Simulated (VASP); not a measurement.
Band structure of Al$_{2}$Te$_{5}$ (space group C2/m). Method: PBEsol GGA, VASP's PBE PAW potentials (set 64) (plane waves; VASP).

Unless said otherwise, spin-orbit coupling is left out, though it shifts the bands of the heavy elements here.

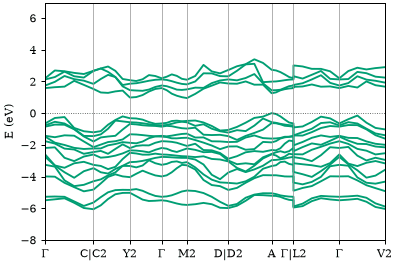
Figure. Bands along high-symmetry lines, zero at the valence-band maximum or, without a gap, the Fermi level

**Question.** Read the plot: is there a gap, and where are the band edges?

**Answer.** The gap is indirect, 0.95 eV, from the valence maximum at A to the conduction minimum at M2.

The structure comes from a computed database's Al2Te5 entry; how it stands against other phases isn't given here. The cell was not relaxed at this level. The k-mesh is coarse (spacing up to 0.55 per Å, 2π included), so the numbers may not be converged in it.
